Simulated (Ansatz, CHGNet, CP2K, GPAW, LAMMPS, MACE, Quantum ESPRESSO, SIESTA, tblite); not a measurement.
# SIESTA on amorphous SiO1.9 (78 atoms): settings against a plane-wave reference, part 2 of 2

Aim: run amorphous SiO1.9 (78 atoms) in SIESTA and see how near its forces come to a plane-wave reference, and at what cost.

Program: SIESTA 5.4.2; the method stands at each step. Banners, paths, timers and routine set-up lines are dropped from the logs unmarked, and long logs keep their key lines alone; longer cuts are marked. The potentials were converted by us to PSML.

So far. Step 2 (PBE, DZP, shift 0.01 Ry, mesh 500 Ry): Forces lie 12 % from the reference's, at 0.45 times its CPU time (on 2 against 4 cores). Step 3 (PBE, SZP, shift 0.01 Ry, mesh 500 Ry): Against the first run (12 %), the force difference from the reference is 25 %, at 0.81 times the CPU time, with 702 basis functions against 1014: the smaller basis costs accuracy.

## 4. revPBE, PBE potentials, DZP, shift 0.01 Ry, mesh 500 Ry

Method: Kohn-Sham DFT, revPBE, PseudoDojo 0.4.1 norm-conserving pseudopotentials (converted to PSML), numerical atomic orbitals (DZP), diagonalisation.

input.fdf

```
SystemLabel cell
NumberOfAtoms 78
NumberOfSpecies 2
%block ChemicalSpeciesLabel
  1 14 Si
  2 8 O
%endblock ChemicalSpeciesLabel
LatticeConstant 1.0 Ang
%block LatticeVectors
  10.50180 0.00000 0.00000
  0.00000 10.50180 0.00000
  0.00000 0.00000 10.50180
%endblock LatticeVectors
PAO.BasisSize DZP
PAO.EnergyShift 0.01 Ry
XC.Functional GGA
XC.Authors revPBE
MeshCutoff 500 Ry
%block kgrid_Monkhorst_Pack
  1 0 0 0.0
  0 1 0 0.0
  0 0 1 0.0
%endblock kgrid_Monkhorst_Pack
SolutionMethod diagon
OccupationFunction FD
ElectronicTemperature 580 K
SCF.Mixer.Method Pulay
SCF.Mixer.Weight 0.15
SCF.Mixer.History 8
SCF.Mix Hamiltonian
MaxSCFIterations 300
SCF.DM.Tolerance 1e-04
SCF.H.Tolerance 1.0e-3 eV
WriteForces T
Write.HirshfeldPop T
Write.VoronoiPop T
Write.DM F
Write.H F
XML.Write F
AtomicCoordinatesFormat Fractional
%block AtomicCoordinatesAndAtomicSpecies
[... 78 atom lines left out: the same atoms as in the first run ...]
%endblock AtomicCoordinatesAndAtomicSpecies
```

On the command line:

```bash
$ OMP_NUM_THREADS=1 mpirun -np 2 siesta < input.fdf > output.txt
```

What it wrote:

```text
Version         : 5.4.2
reinit: System Name:
reinit: System Label: cell
initatom: Reading input for the pseudopotentials and atomic orbitals ----------
Species number:   1 Atomic number:   14 Label: Si
Species number:   2 Atomic number:    8 Label: O
Ground state valence configuration (from tables):   3s02  3p02  3d00  4f00
Ground state valence configuration (from tables):   2s02  2p04  3d00  4f00
---- Processing specs for species: Si
GGA--PBE XC_GGA_X_PBE--XC_GGA_C_PBE pb
---- Processing specs for species: O
GGA--PBE XC_GGA_X_PBE--XC_GGA_C_PBE pb
Si pseudopotential only contains V_ls up to l=2 -- lmxkb reset.
O pseudopotential only contains V_ls up to l=2 -- lmxkb reset.
Using PAO.SplitTailNorm
%block ChemicalSpeciesLabel
[... lines left out ...]
Total number of electrons:   414.000000
[... lines left out ...]
stepf: Fermi-Dirac step function
        iscf     Eharris(eV)        E_KS(eV)     FreeEng(eV)     dDmax    Ef(eV) dHmax(eV)
[... lines left out ...]
SCF Convergence by DM+H criterion
[... lines left out ...]
SCF cycle converged after 16 iterations
[... lines left out ...]
   Max    4.428780
[... lines left out ...]
   Max    4.428780    constrained
Stress tensor Voigt[x,y,z,yz,xz,xy] (kbar):      -62.81       -8.85      -22.91       18.69       14.91      -14.64
[... lines left out ...]
siesta: DEna    =         3.319261
siesta: DUscf   =        29.135146
siesta: Ex      =     -6553.849982
siesta: Ec      =      -494.482216
siesta: Exc     =     -7048.332199
siesta: Eharris =    -26105.548585
siesta: Etot    =    -26105.548588
siesta: FreeEng =    -26105.676944
siesta: Final energy (eV):
siesta:  Band Struct. =   -5832.020443
siesta:       Kinetic =   16974.428745
siesta:       Hartree =   11329.671918
siesta:         Exch. =   -6553.849982
siesta:         Corr. =    -494.482216
siesta:   Exch.-corr. =   -7048.332199
siesta:  Ion-electron =  -37666.800025
siesta:       Ion-ion =   -9694.517027
siesta:         Total =  -26105.548588
siesta:         Fermi =      -2.507982
siesta: Stress tensor (static) (eV/Ang**3):
siesta:    -0.039202   -0.009137    0.009308
siesta:    -0.009137   -0.005526    0.011664
siesta:     0.009308    0.011664   -0.014298
siesta: Cell volume =       1158.220452 Ang**3
siesta: Pressure (static):
siesta:                Solid            Molecule  Units
siesta:           0.00021429         -0.00004401  Ry/Bohr**3
siesta:           0.01967538         -0.00404100  eV/Ang**3
siesta:          31.52343525         -6.47440069  kBar
    Orbital volume contribution        =          29.546446 eV
    (Free)E + p_basis*V_orbitals       =      -26076.130499 eV
    (Free)Eharris+ p_basis*V_orbitals  =      -26076.130495 eV
Hirshfeld Atomic Populations:
Atom #   charge [q] valence [e]  Species
     1     0.400412    3.599588  Si
     2     0.403429    3.596571  Si
     3     0.382541    3.617459  Si
[...]
28    -0.105194    6.105194  O
    29    -0.208535    6.208535  O
    30    -0.224127    6.224127  O
[...]
--------------------
 Total    -0.000015
Voronoi Atomic Populations:
Atom #   charge [q] valence [e]  Species
[...]
26     0.516291    3.483709  Si
    27     0.539575    3.460425  Si
[...]
77    -0.318486    6.318486  O
    78    -0.077622    6.077622  O
--------------------
 Total    -0.000016
```

It took 2.7 min on 2 MPI ranks of Arm Neoverse V1, shared host; peak memory 1.8 GiB; 5.3 min of CPU time.

Against the reference:

| Item | Value |
| --- | --- |
| r.m.s. force component | 1.391 eV/Å |
| r.m.s. difference of force components | 167.4 meV/Å |
| longest difference of force vectors | 556.3 meV/Å |
| force difference over r.m.s. force | 12.23 % |
| slope of forces against the reference's | 1.009 |
| correlation of force components | 0.9928 |
| pressure | 3.152 GPa |
| pressure difference | 4.18 GPa |

Against the first run (12 %), the force difference from the reference is 12 %, at 0.95 times the CPU time; the model has changed, so this is no error of the program alone.

## 5. The ladder

Differences are against the plane-wave reference, forces as r.m.s. over components; share is that over the reference's r.m.s. force, slope the least-squares factor from reference forces to these. Total energies of different programs have different zeros and aren't compared.

```tsv
run	Δ force, r.m.s. (meV/Å)	share (%)	slope	Δ pressure (GPa)	cores	CPU time	memory (GiB)
reference	-	-	-	-	4	12 min	3.8
SIESTA PBE, DZP, shift 0.01 Ry, mesh 500 Ry	161	11.8	1.001	3.07	2	5.6 min	1.8
SIESTA PBE, SZP, shift 0.01 Ry, mesh 500 Ry (coarse)	345	25.2	1.047	8.68	2	4.5 min	1.7
SIESTA revPBE, PBE potentials, DZP, shift 0.01 Ry, mesh 500 Ry	167	12.2	1.009	4.18	2	5.3 min	1.8
```

Rows marked coarse were listed beforehand as settings not expected to be converged; some can still land near the reference.

CPU time is summed over cores on a shared host, where runs went side by side, so it is rough. Symmetry, cutoffs, thresholds, outputs and thread counts weren't matched or tuned between programs; memory under MPI is the largest rank's times the ranks.

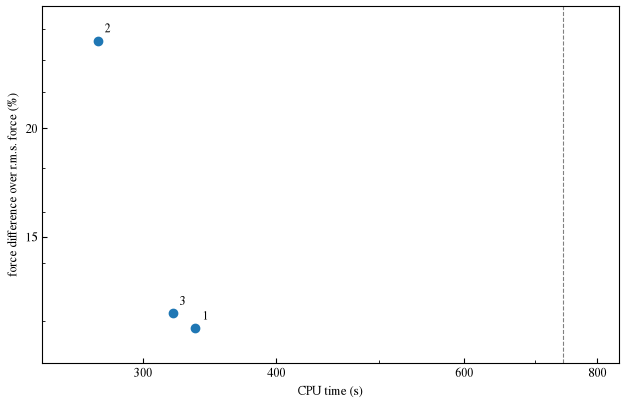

Force difference against CPU time; the dashed line marks the reference's time. Points: 1 SIESTA PBE, DZP, shift 0.01 Ry, mesh 500 Ry; 2 SIESTA PBE, SZP, shift 0.01 Ry, mesh 500 Ry; 3 SIESTA revPBE, PBE potentials, DZP, shift 0.01 Ry, mesh 500 Ry.

## 6. Outcome

| Quantity | Value |
| --- | --- |
| nearest in forces | a tie at 12 % of 2 runs: SIESTA PBE, DZP, shift 0.01 Ry, mesh 500 Ry; SIESTA revPBE, PBE potentials, DZP, shift 0.01 Ry, mesh 500 Ry |

In words: The PBE run in local orbitals, coarse settings apart, differs by 12 % (SIESTA PBE, DZP, shift 0.01 Ry, mesh 500 Ry); basis, grid and potentials can all enter. Rows with another functional or a dispersion term differ by 12 % (SIESTA revPBE, PBE potentials, DZP, shift 0.01 Ry, mesh 500 Ry), which mixes the change of model with differences of basis and potentials, some of them made for another functional. Runs with settings chosen to be coarse differ by 25 % (SIESTA PBE, SZP, shift 0.01 Ry, mesh 500 Ry), their programs' other errors included. Of the electronic-structure runs that take under half the reference's CPU time, SIESTA PBE, DZP, shift 0.01 Ry, mesh 500 Ry comes nearest, at 12 % in 5.6 min against 12 min; its pressure misses by +3.1 GPa. In pressure, SIESTA PBE, SZP, shift 0.01 Ry, mesh 500 Ry misses by +8.7 GPa, at the same functional. The reference's pressure holds the uncorrected Pulay stress of its 60 Ry basis, so small pressure differences, and their order, may be the reference's own error. The quench rate of 20 K/ps is many orders above laboratory rates, so the cell is likely richer in defects and strain than a real sample. The network of bonds at the start is that of the classical potential that made the cell, and needn't be the one that DFT or experiment would give. The reference's stress is far from hydrostatic: its diagonal is 2.9, -3.5, -2.5 GPa, compression counted positive. The electronic-structure runs sample only Γ, in a cell whose shortest periodic width is 11 Å, which is coarse for a cell with partly filled levels.

[Also dropped from logs without a mark: logging warnings of Python, and SIESTA's first energy breakdown and zero terms.]

[Logs are printed without paths, hosts, clocks, repeated set-up lines and the standing remarks that a program may print on its own settings, such as how far it seeks lower states.]

[Hosts, paths, dates, database ids (printed as entryN), source tags and the programs' standing remarks are cut or masked in the printed files.]
